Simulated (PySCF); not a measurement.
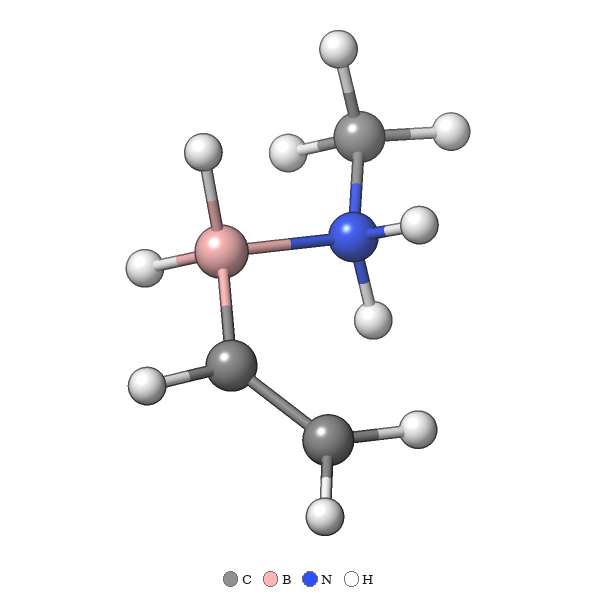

Rendered structure (ball-and-stick style). Every bond is drawn as one stick, whatever its order.

Describe the molecule.

The molecule is C3H10BN. Its SMILES string is `C=C[BH2-][NH2+]C`. It has no ring. Among its groups: alkene, B–H bond. Coordination: 2 C trigonal planar; 1 B tetrahedral; 1 N tetrahedral; 1 C tetrahedral.

More results for the same structure follow; atom numbers are the same in all pictures, views and colours differ. Computed geometry: PBE0-D3(BJ)/def2-SVP optimisation. No frequency run is at hand to confirm it as a minimum.

## Geometry

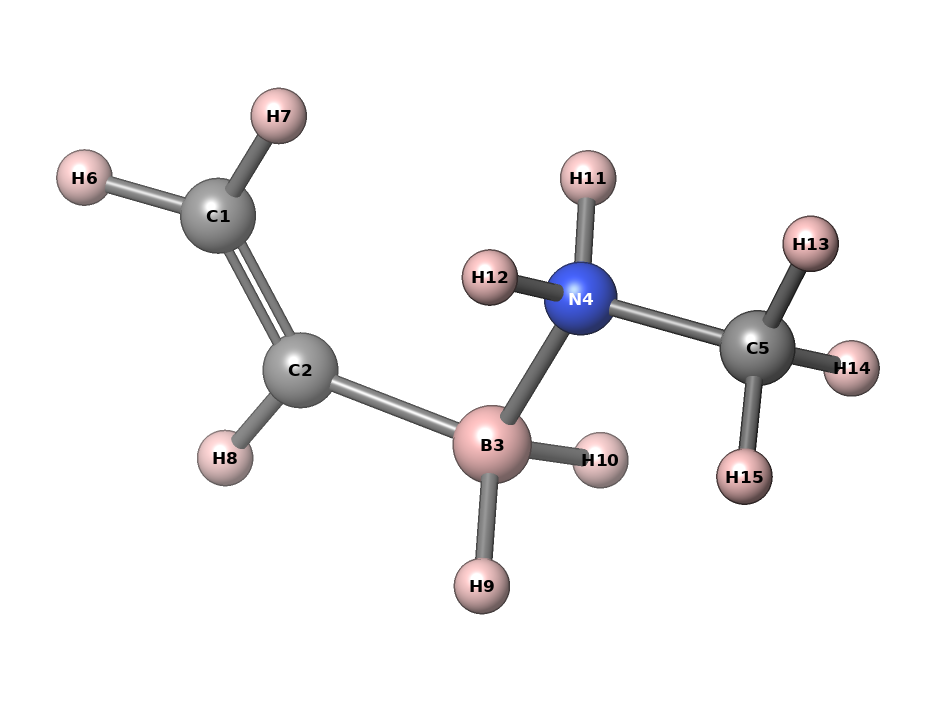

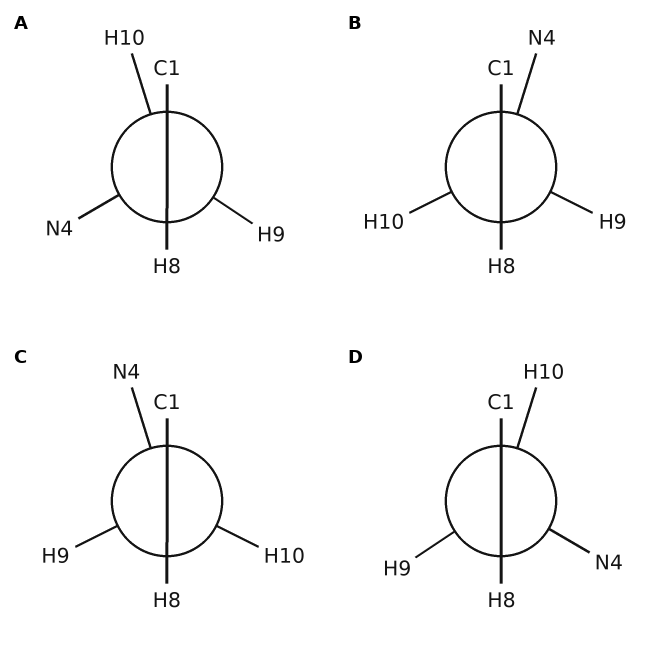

Distant atoms are faded towards the background colour. Bonds that would overlap in a projection are set slightly apart. No frequency run is at hand to confirm it as a minimum.

Which Newman projection shows the view along C2–B3, with C2 in front?

B. The torsion angle C1–C2–B3–N4 is 0°, synperiplanar (eclipsed).

## NMR shielding

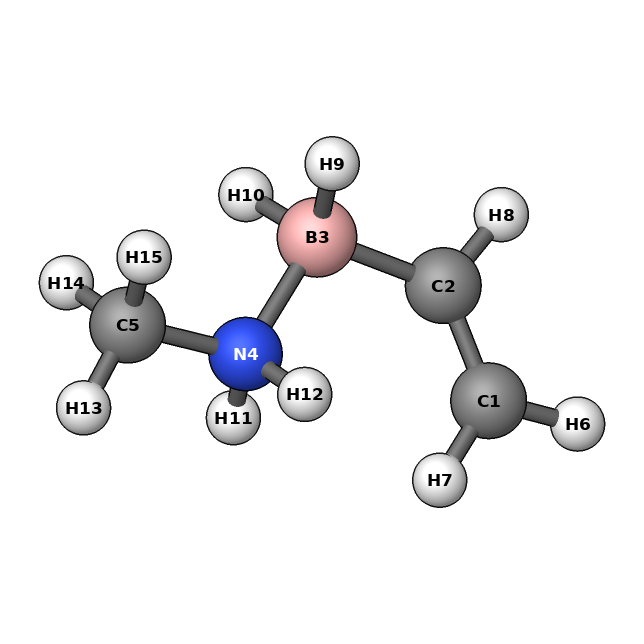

No frequency run is at hand to confirm it as a minimum. Level of theory: GIAO PBE0/pcSseg-1 NMR shielding, non-relativistic, gas phase (PySCF 2.14.0). Principal shieldings σ11 ≤ σ22 ≤ σ33, span Ω = σ33 − σ11, skew κ = 3(σiso − σ22)/Ω.

Give the shielding tensors of the N atoms.

```csv
atom,σ11,σ22,σ33,σiso,Ω,κ
N4,202.8,208.5,236.3,215.8,33.5,0.66
```

Shieldings and span in ppm.

## Excitation

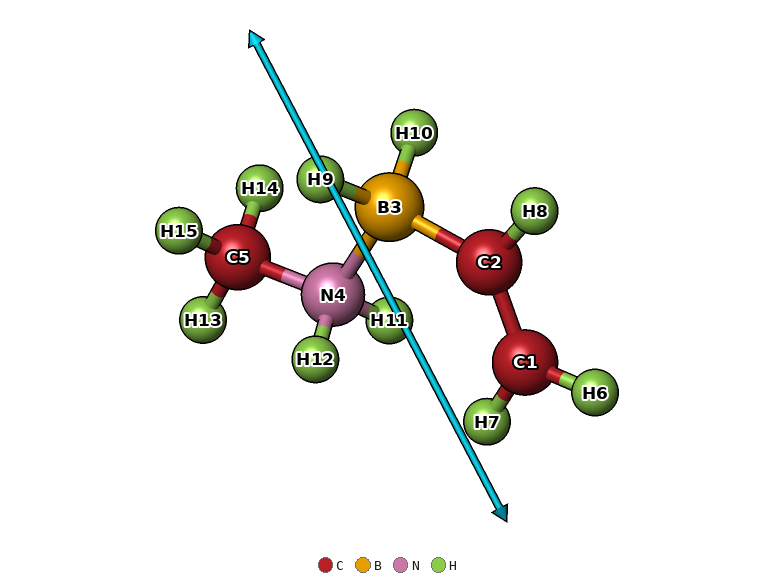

The double arrow shows the direction of the transition dipole to excited singlet state 2 (its length means nothing). No frequency run is at hand to confirm it as a minimum. Method: TDDFT CAM-B3LYP/def2-SVPD, vertical, gas phase, core orbitals frozen in the response (PySCF 2.14.0).

Where does the transition lie, and how strong is it?

6.88 eV (180 nm), oscillator strength 0.29, mainly HOMO → LUMO+2 (weight 0.95); transition dipole 3.34 D.

## Spin–spin coupling

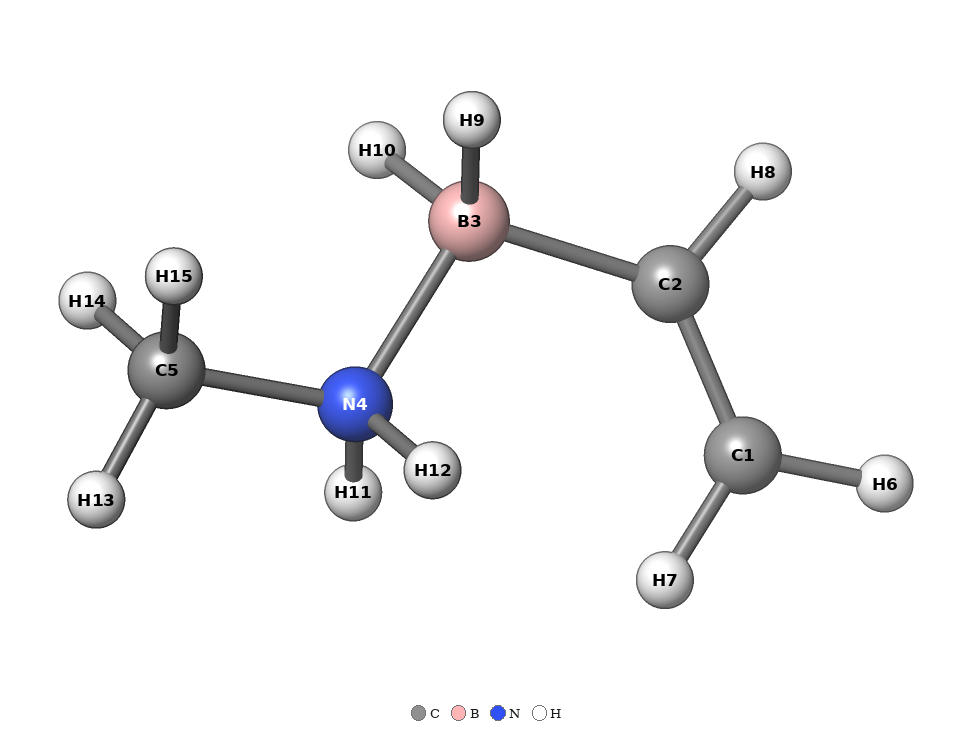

No frequency run is at hand to confirm it as a minimum. Method: B3LYP/pcJ-1 indirect spin-spin coupling, non-relativistic, gas phase (PySCF 2.14.0). Isotopes: 11B, 13C, 1H, 15N.

Give the spin–spin coupling constants of these pairs, with the number of bonds between them: B3/H10, B3/H9, B3/N4, B3/H11, N4/H13, C1/N4, B3/H15, B3/H14, B3/H7.

| pair | bonds apart | J (Hz) |
| --- | --- | --- |
| B3, H10 | 1 | 107.7 |
| B3, H9 | 1 | 107.4 |
| B3, N4 | 1 | −4.2 |
| B3, H11 | 2 | −3.2 |
| N4, H13 | 2 | 0.7 |
| C1, N4 | 3 | −2.2 |
| B3, H15 | 3 | 1.2 |
| B3, H14 | 3 | 1.2 |
| B3, H7 | 3 | 5.5 |

## Polarisability

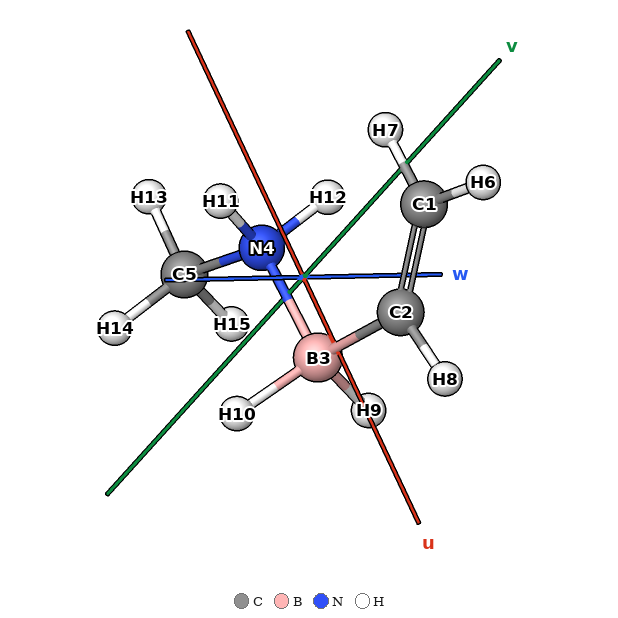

The lines u, v and w are the principal axes of the static dipole polarisability. No frequency run is at hand to confirm it as a minimum. Method: CAM-B3LYP/def2-SVPD (PySCF 2.14.0).

Along which axis is the molecule most polarisable, and along which least?

Most along v, least along w.

Give the three principal values.

u 65.7, v 78.5, w 53.8 bohr³; mean 66.0, anisotropy 21.4 bohr³.
